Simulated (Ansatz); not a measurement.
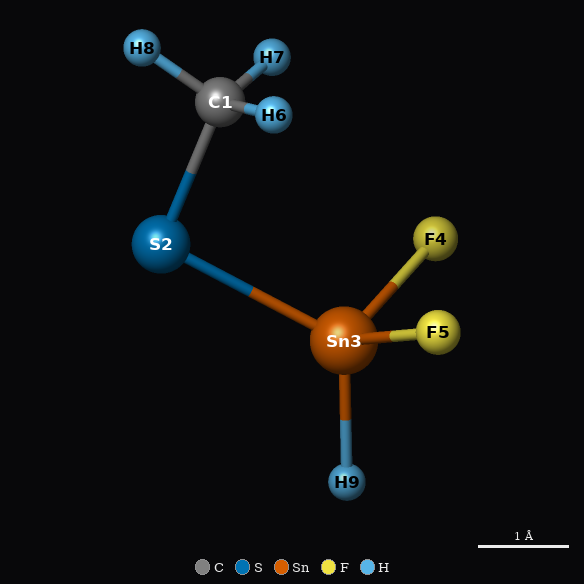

Source: calculation with Ansatz.

The view is orthographic, and the bar gives the scale. The species has charge +1 and is a spin doublet. Geometry: the geometry of the neutral molecule.

Give an XYZ file in the frame of the picture: x to the right, y up, z towards the viewer, origin at the mean of the atomic positions.

```xyz
9
CH4F2SSn
C   -0.81   1.29   0.51
S   -1.47  -0.30  -0.10
Sn   0.57  -1.37  -0.53
F    1.60  -0.23  -1.68
F    1.63  -1.28   1.06
H   -0.21   1.15   1.40
H   -0.23   1.79  -0.27
H   -1.68   1.90   0.75
H    0.61  -2.95  -1.14
```
